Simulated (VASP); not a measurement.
Band structure of Mg$_{3}$Sb$_{2}$ (a-la2o3). Calculation: r2SCAN meta-GGA, VASP's PBE PAW potentials (set 64) (plane waves; VASP).

Unless said otherwise, spin-orbit coupling is left out, though it shifts the bands of the heavy elements here.

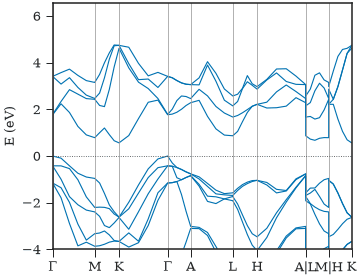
Figure. Bands along high-symmetry lines, zero at the valence-band maximum or, without a gap, the Fermi level

Problem. Read the plot: is there a gap, and where are the band edges?

Solution. The gap is indirect, 0.56 eV, from the valence maximum at Γ to the conduction minimum at K.

The compound is Mg3Sb2 in the a-la2o3 structure. It was relaxed first.
